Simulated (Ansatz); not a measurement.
# CH6GeOSi: one species, many methods

How much do the methods differ for CH6GeOSi? The plan is to run it at one geometry with functionals of several rungs and with coupled cluster. The yardstick is the atomisation energy at the CCSD(T) limit.

Program: Ansatz 0.2.0, Gaussian basis. Level of theory: functionals in def2-TZVPP, the program's frozen cores in correlated methods. These are calculated values, not measurements.

Levels to be run: PBE-D4, r2SCAN-D4, PBE0-D4, B3LYP-D4, ωB97X-V, ωB97M-V, B2PLYP; CCSD(T)/def2-TZVPP; MP2/def2-QZVPP; extrapolation to the limit.

## (1) Structure used throughout

All runs share one geometry, relaxed beforehand with PBE0-D4 in a triple-zeta def2 set.

SMILES `O=[CH][GeH2][SiH3]`, 10 atoms, charge 0, spin multiplicity 1.

Atoms are counted from 1 here; the program's logs count them from 0.

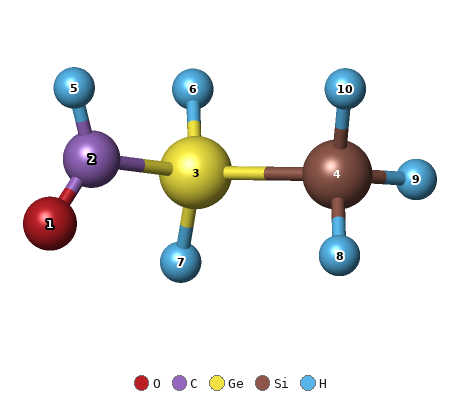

The structure; oxygen red, carbon purple, germanium yellow, silicon brown, hydrogen blue; atoms are numbered from 1 in the order of the file.

Coordinates:

```xyz
10

O    -0.4264   -0.1226   -2.7354
C    -0.7902    0.4260   -1.7340
Ge    0.4382    0.8070   -0.1910
Si    0.2474   -0.9607    1.3948
H    -1.8580    0.7293   -1.6188
H     0.0004    2.1405    0.4455
H     1.8672    0.9287   -0.7388
H     0.6837   -2.2363    0.7717
H     1.0913   -0.6770    2.5848
H    -1.1704   -1.0861    1.8241
```

## (2) PBE-D4 (GGA)

File in.yaml:

```yaml
crystal:
  periodic: [false, false, false]
  atoms:
    - {symbol: O, position_ang: [-0.426367, -0.122567, -2.735441]}
    - {symbol: C, position_ang: [-0.790237, 0.426041, -1.734048]}
    - {symbol: Ge, position_ang: [0.438223, 0.807030, -0.190985]}
    - {symbol: Si, position_ang: [0.247448, -0.960668, 1.394828]}
    - {symbol: H, position_ang: [-1.858019, 0.729255, -1.618801]}
    - {symbol: H, position_ang: [0.000387, 2.140543, 0.445511]}
    - {symbol: H, position_ang: [1.867236, 0.928686, -0.738797]}
    - {symbol: H, position_ang: [0.683708, -2.236341, 0.771722]}
    - {symbol: H, position_ang: [1.091255, -0.677002, 2.584825]}
    - {symbol: H, position_ang: [-1.170433, -1.086077, 1.824087]}
basis:
  gaussian: {orbitals: def2-TZVPP}
hamiltonian: {xc: pbe, dispersion: d4}
output: {forces: true, orbitals: {seedname: orbitals}}
```

Launch:

```bash
$ ansatz run in.yaml --threads 4 --pin off --events-out ev --progress --plain --max-ram 10444MiB
```

After this run come: r2SCAN-D4 (meta-GGA); PBE0-D4 (hybrid); B3LYP-D4 (hybrid); ωB97X-V (range-separated); ωB97M-V (range-separated); B2PLYP (double hybrid); CCSD(T) in def2-TZVPP; MP2 in def2-QZVPP.

Q: Predict the results of all the runs planned. Wanted: atomisation energy, CCSD(T)/CBS; farthest; mean size of error, hybrid; mean size of error, range-separated; gap, smallest and largest; T1 diagnostic; triples share of the correlation energy.

As calculated:

| quantity | value |
| --- | --- |
| atomisation energy, CCSD(T)/CBS | 3213.8 kJ/mol |
| functionals within 32.1 kJ/mol (1.0 %) | PBE-D4, r2SCAN-D4, PBE0-D4, B3LYP-D4, ωB97X-V, ωB97M-V |
| farthest | B2PLYP (-49.1 kJ/mol) |
| mean size of error, hybrid | 22.9 kJ/mol |
| mean size of error, range-separated | 14.9 kJ/mol |
| gap, smallest and largest | 2.94 eV (PBE-D4), 10.04 eV (ωB97X-V) |
| T1 diagnostic | 0.0145 |
| triples share of the correlation energy | 3.8 % |

In words: PBE-D4 is off by +27.4 kJ/mol. Double hybrids carry the basis error of their MP2 part in triple zeta, and no dispersion term here, so their miss is partly the set-up's. The reference freezes the cores and leaves out relativity and excitations past (T), and its outer-core shells are covered unevenly, so misses under about 32.1 kJ/mol can't be ranked. Hartree-Fock recovers 71 % of the binding; the rest is correlation. Orbital gaps span 2.9 to 10.0 eV; exact exchange widens them. Correlated methods include outer-core shells of Ge, which these sets cover unevenly.
